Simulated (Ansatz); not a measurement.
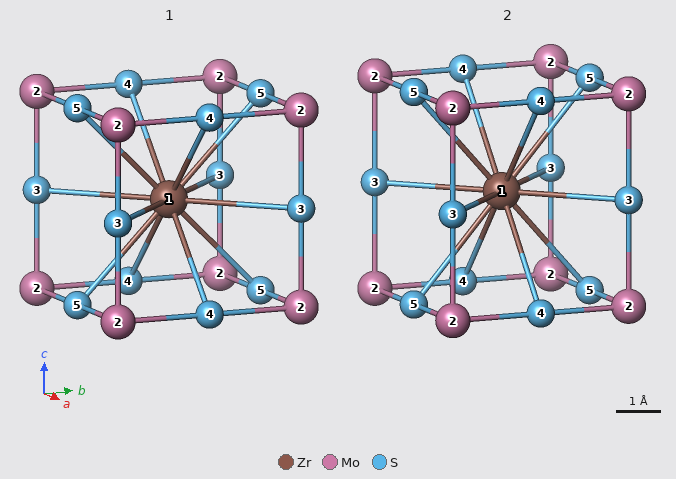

Two geometries of crystalline ZrMoS₃ (a generated structure, set up in P4/mmm), drawn at one scale. One is the start of a relaxation, the other its converged end. The picture is a ball-and-stick view of the cell of the calculation, seen slightly off an axis.

Level of theory: Ansatz, DFT PBE, scalar-relativistic, plane waves, PAW. (plane-wave cutoff 420 eV; k-point mesh 8 × 8 × 8; occupations gaussian; smearing width 0.1 eV; no spin polarisation; cell and atoms relaxed; force threshold 0.01 eV/Å; at most 80 steps)

Which geometry has the lower energy?

Answer. Structure 1 is the relaxed one. The atoms keep their places relative to the cell (all moves are under 0.005 Å). Cell: a = b 4.444 → 4.627 Å (+4.1 %), c 4.994 → 4.629 Å (−7.3 %). Volume +0.5 %. Near-neighbour distances that change, for instance: Mo2–S3 2.497 → 2.314 Å, Zr1–S3 3.142 → 3.272 Å, Mo2–S4 2.222 → 2.314 Å, Zr1–S4 3.342 → 3.272 Å. Among the angles between lasting bonds that change: Zr1–S5–Zr1 96.7° → 90.0°, Zr1–S5–Zr1 83.3° → 90.0°. The space group (tolerance 0.01 Å) goes from P4/mmm (No. 123) to Pm-3m (No. 221). Over 4 accepted moves (5 points after the start) the energy falls by 50.5 meV per atom. All forces vanish by symmetry, so only the cell relaxes. The pressure goes from 2.94 to −0.01 GPa. At 1 point the geometry stayed and the basis and grid were re-selected for the new cell (energy shift of less than 0.05 meV per atom at most each time).
